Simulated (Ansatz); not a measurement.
# Debugging a many-body input for CeO2 (Fm-3m)

Aim: the G0W0 gap of CeO2 (Fm-3m). The first input has a fault.

Method: G0W0 on PBE, plane waves, PAW; PAW set soft_1, in Ansatz 0.2.0.

In doubt: the elements are of a kind flagged for part-filled d or f shells, though by formal charges that shell is empty here, so the flag may not apply.

## 1. The starting structure

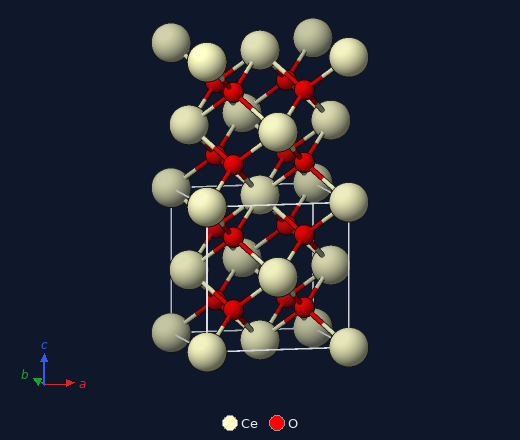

The cell as given, slightly off an axis (cerium light yellow, oxygen red). 1×1×2 cells are drawn. This picture shows the conventional cell, with its axes. Some periodic images of atoms are drawn too.

Coordinates:

```cif
data_structure
_symmetry_space_group_name_H-M 'P 1'
_symmetry_Int_Tables_number 1
_cell_length_a 3.8235
_cell_length_b 3.8235
_cell_length_c 3.8235
_cell_angle_alpha 60.000
_cell_angle_beta 60.000
_cell_angle_gamma 60.000
_cell_volume 39.53
loop_
_atom_site_label
_atom_site_type_symbol
_atom_site_fract_x
_atom_site_fract_y
_atom_site_fract_z
_atom_site_occupancy
Ce1 Ce 0.00000 0.00000 0.00000 1
O2 O 0.25000 0.25000 0.25000 1
O3 O 0.75000 0.75000 0.75000 1
```

The cell and positions come from the Crystallography Open Database and are kept as given unless a step says otherwise. Spin-orbit coupling is left out unless a step names it.

## 2. First try

Input file input.yaml:

```yaml
crystal:
  lattice:
    - [0.0, 2.70365, 2.70365]
    - [2.70365, 0.0, 2.70365]
    - [2.70365, 2.70365, 0.0]
  atoms:
    - { symbol: Ce, position: [0.0, 0.0, 0.0] }
    - { symbol: O, position: [0.25, 0.25, 0.25] }
    - { symbol: O, position: [0.75, 0.75, 0.75] }
kpoints:
  mp_grid: { grid: [4, 4, 4] }
hamiltonian:
  xc: pbe
  pseudopotentials: { kind: paw, azcp: { folder: soft_1 } }
scf:
  occupations: { method: fixed }
  max_iter: 5
gw:
  n_empty_bands: 41
  ecut_chi: 60
  qp_bands: [v2, c2]
  qp_kpoints: band_edges
  screening: { model: contour_deformation }
```

The run is started by

```
$ ansatz run input.yaml --threads 3 --pin off --max-ram 92160MiB --backend cuda --events-out ev --progress --plain --runs-dir out --devices 1 --max-vram 13GiB
```

Numbers of over 12 decimals in the logs are rounded to 6 here.

What it wrote:

```text
GPUs: using 1 of 1 available (devices: 1).
Engine: ansatz 0.2.0, x86_64-unknown-linux-gnu
Pseudopotentials: kind: paw
Pseudopotential: Ce, paw, valence charge 12, recommended cutoff 420 eV (normal), soft_1/Ce.paw.azcp
Pseudopotential: O, paw, valence charge 6, recommended cutoff 420 eV (normal), soft_1/O.paw.azcp
Functional definition: PBE
  parameter kappa = 0.804
  parameter beta = 0.066725
  exchange = pbe_x(kappa = kappa, mu = beta*pi^2/3)
  correlation = pbe_c(beta = beta)
device memory: the entry about to start is reckoned to put 0.8 GiB on a device that reports 43.5 GiB free (of which the cap on the GPU budget leaves the run 13.0 GiB)
GPU FFT provider: cuFFT
GPU libraries: cuBLAS 13.8.2, cuFFT 12.4.0, cuSOLVER 12.3.4
Crystal: 3 atoms, lattice volume = 39.526 Å³
Basis set: ecut = 420 eV, 749 PW (Γ)
Bands: 16, of which v1, the nominal top of the filled ones, is band 12 counted from 1 (11 counted from 0)
Symmetry: 48 space group operations
Space group: Fm-3m (ITA 225), of the structure as read, at distance tolerance 3.4e-5 Å
k-points: 8 of 64
Non-local potential: Ce, projectors of the file, l = 0: 3, l = 1: 2, l = 2: 2, l = 3: 3
Non-local potential: O, projectors of the file, l = 0: 2, l = 1: 2, l = 2: 1
PAW form: soft (Blöchl's): semilocal exchange-correlation on the pseudo side does not see the compensation charge
PAW one-centre angular grid: Ce, 590 points (default); XC on 64 Gauss nodes
PAW one-centre angular grid: O, 110 points (default); XC on 64 Gauss nodes
Initial density: superposition of atomic densities (chi_scale 0.1, normalization cell, long waves kept (reshape's long-wave potential 0.00 eV rms))
Initial wavefunctions: pseudopotential atomic-orbital guess
GPU buffer pool allocated for 19683 grid points (all kernels)
GPU transforms: local potential and band sums: pruned to the plane-wave sphere, on 25×25×25
Functional: x = pbe(κ = 0.804, μ = 0.219515), c = pbe(β = 0.066725)
SCF iter   1: F=—  HF=-7716.062095 eV  |F-HF|=—  |Δ(HF+E_count)|=         —  Δρ=4.82e-2  dr2=6.40e-1  ethr=3.10e-3  ⟨swp⟩=3.1  Hψ=478  notcnv=0  defer=10
preconditioner: auto → none  [insulator: Δε(μ)=2.059 eV  Ē_g=10.310 eV  n_scr=14 (ndim 8)  ℏωp=27.7 eV  f_vac=0.000  ε∞_Penn≈8.2]
SCF iter   2: F=—  HF=-7715.994285 eV  |F-HF|=—  |Δ(HF+E_count)|=   6.78e-2  Δρ=2.18e-2  dr2=1.40e-1  ethr=2.67e-3  ⟨swp⟩=2.6  Hψ=236  notcnv=0  defer=2
SCF iter   3: F=—  HF=-7716.030184 eV  |F-HF|=—  |Δ(HF+E_count)|=   3.59e-2  Δρ=1.52e-2  dr2=1.13e-1  ethr=5.84e-4  ⟨swp⟩=4.4  Hψ=941  notcnv=0
SCF iter   4: F=—  HF=-7716.016120 eV  |F-HF|=—  |Δ(HF+E_count)|=   1.41e-2  Δρ=4.59e-3  dr2=7.10e-3  ethr=4.69e-4  ⟨swp⟩=4.2  Hψ=862  notcnv=0
SCF iter   5: F=—  HF=-7716.015957 eV  |F-HF|=—  |Δ(HF+E_count)|=   1.63e-4  Δρ=8.37e-4  dr2=1.09e-4  ethr=2.96e-5  ⟨swp⟩=3.0  Hψ=746  notcnv=0
Error: did not converge after 5 iterations: dr2 = 1.09e-4 (threshold 1.00e-7), under the density mixer `msr1`, which `scf.mixing.algorithm: auto` chose by the deck's other keys (type `scf.mixing.algorithm: msr1` to keep it); at k-index 5, counted from 0 in this SCF's own list of k-points, the highest band that the last eigensolve's fill by count filled, 10.844595 eV, and the lowest that it left empty, 12.919678 eV, l [...]
```

Wall time 8.6 s (1 × NVIDIA H100 80GB HBM3 (shared by 6 runs) with 3 threads of AMD EPYC 7R13 (Zen 3), shared host); peak memory 0.86 GiB.

In the SCF lines HF is the Harris–Foulkes energy and dr2 the Hartree energy of the density residual, in eV; the loop may stop once dr2 is under the threshold and the program's other checks hold. Hψ counts applications of the Hamiltonian.

Q: What is the fault?

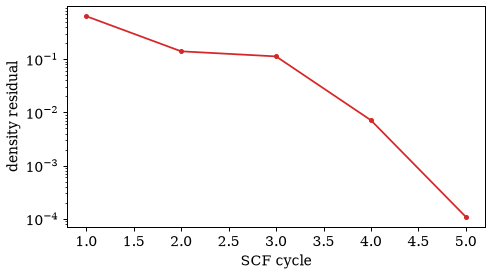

Residual by cycle in this run.

The run stopped without converging, so none of its numbers is a property of the system.

After 5 cycles the residual stands at 1.1e-4. The cap of 5 cycles in the input ended the loop.

The program's message: “Error: did not converge after 5 iterations: dr2 = 1.09e-4 (threshold 1.00e-7), under the density mixer `msr1`, which `scf.mixing.algorithm: auto` chose by the deck's other keys (type `scf.mixing.algor …”

The fault: too few SCF iterations. The ground state must converge before anything is built on it.

## 3. A better input

Now the one-shot GW correction: screening in the RPA, then the self-energy of the levels asked for. This step takes PAW set soft_1 files.

input.yaml, as its differences from that of step 2:

```diff
@@ -10,3 +10,3 @@
 kpoints:
-  mp_grid: { grid: [4, 4, 4] }
+  mp_grid: { grid: [6, 6, 6] }
 hamiltonian:
@@ -16,3 +16,2 @@
   occupations: { method: fixed }
-  max_iter: 5
 gw:
```

What it wrote:

```text
GPUs: using 1 of 1 available (devices: 1).
[...]
GPU FFT provider: cuFFT
GPU libraries: cuBLAS 13.8.2, cuFFT 12.4.0, cuSOLVER 12.3.4
Crystal: 3 atoms, lattice volume = 39.526 Å³
Basis set: ecut = 420 eV, 749 PW (Γ)
Bands: 16, of which v1, the nominal top of the filled ones, is band 12 counted from 1 (11 counted from 0)
[... 1 set-up line as in the run before ...]
[...]
k-points: 16 of 216
[...]
GPU buffer pool allocated for 19683 grid points (all kernels)
[...]
SCF iter   1: F=—  HF=-7716.061747 eV  |F-HF|=—  |Δ(HF+E_count)|=         —  Δρ=4.82e-2  dr2=6.40e-1  ethr=3.10e-3  ⟨swp⟩=4.0  Hψ=1022  notcnv=0  defer=17
[...]
SCF iter   8: F=-7716.016495 eV  HF=-7716.016495 eV  |F-HF|=2.28e-8  |Δ(HF+E_count)|=   1.15e-7  Δρ=7.72e-6  dr2=3.03e-8  ethr=4.17e-10  ⟨swp⟩=5.8  Hψ=998  notcnv=0
SCF 1 converged in 8 iterations: F = -7716.016495 eV  dr2 = 3.03e-8
[...]
3    11     10.0479   -25.9106     4.0276   -22.4116  0.6867    10.5691    10.5765  root
     3    12     10.0479   -25.9106     4.0276   -22.4116  0.6867    10.5691    10.5765  root
     3    13     12.8147   -23.1984   -11.0382   -36.6457  0.5938    15.6780    15.2238  root ?
     3    14     13.0016   -23.6853   -11.9768   -38.0850  0.5738    15.9168    15.4245  root ?
[...]
14    11      9.9870   -26.2997     4.2368   -22.6067  0.6850    10.5229    10.5309  root
    14    12     10.5871   -25.8841     4.6716   -21.5474  0.7007    10.9192    10.9221  root
    14    13     12.8772   -23.2100   -11.2243   -36.8264  0.5883    15.7221    15.2693  root ?
    14    14     13.0002   -23.7346   -11.8763   -38.0245  0.5748    15.9027    15.4138  root ?
    15    11     10.0783   -26.0712     4.5121   -22.0263  0.6844    10.5395    10.5456  root
    15    12     10.1820   -26.0898     4.5092   -22.0479  0.6862    10.6432    10.6492  root
    15    13     12.9046   -23.3733   -11.3506   -37.1234  0.5852    15.7606    15.3041  root ?
    15    14     12.9851   -23.8133   -11.7926   -38.0180  0.5758    15.8814    15.3973  root ?
[key lines of the parts left out:]
SCF converged after 8 iterations
Free energy (F): -7716.016495 eV
Fermi energy:    10.732522 eV
```

Run time: 11 s. Hardware: 1 × NVIDIA H100 80GB HBM3 (shared by 6 runs) with 3 threads; peak memory 0.98 GiB; 11 s of CPU time.

Numbers from this step:

```
bands summed                                 : 53
RPA ε∞ on this mesh (eigenvalues)            : 7.657, 7.657, 7.657
plane waves in the screening matrix          : 51
q-points in the mesh                         : 216
G0W0 gap on the mesh                         : 3.971 eV
k of the valence top                         : 0, 0.1667, -0.1667
k of the conduction bottom                   : 0, 0, -0.5
starting gap on the mesh                     : 2.082 eV
Z at the valence top                         : 0.6925
Z at the conduction bottom                   : 0.5938
least direct G0W0 gap on the computed points : 4.091 eV
```

The gap on the mesh goes from 2.08 eV to 3.97 eV, a correction of +1.89 eV, though a band edge has moved to another state. The program marks an edge row as in doubt.

## 4. Outcome

| Property | Result |
| --- | --- |
| first try | not converged after 8.6 s |
| better run | G0W0 gap on the mesh 3.97 eV (6×6×6 mesh, 41 empty bands, screening to 60 eV, PAW set soft_1 files) |

In words: The second run differs in: mesh and iteration cap. Bands and cutoff are finite, so the gap is not at the basis limit. The miss can reach some tenths of an eV and take either sign; the mesh is an error of its own. Empty 4f levels lie among the conduction bands. Their place in the start is unsure; it enters the screening, and the edge itself where they lie low. The runs have no spin polarisation. For a closed low-spin shell that is the natural state; where a d or f shell is open it is a constraint, and the gap is then not the crystal's own. The compound holds f electrons or empty f levels, where one-shot G0W0 is unsure. The many-body steps are scalar-relativistic: spin-orbit coupling is not in them. The program marks a band-edge row as in doubt, so the gap is less sure than its digits.

[Paths, hosts, dates, memory and timing lines, banners, echoed tables and standing remarks are left out of the program output.]

[Logs are printed without paths, hosts, clocks, repeated set-up lines and the standing remarks that a program may print on its own settings, such as how far it seeks lower states.]

[Runs of the session that timed out or met a known fault of the program may be left out.]

[Cells called generated may have been cut or substituted from an entry of the Crystallography Open Database or the Materials Project.]

[Hosts, paths, dates, database ids (printed as entryN), source tags and the programs' standing remarks are cut or masked in the printed files.]
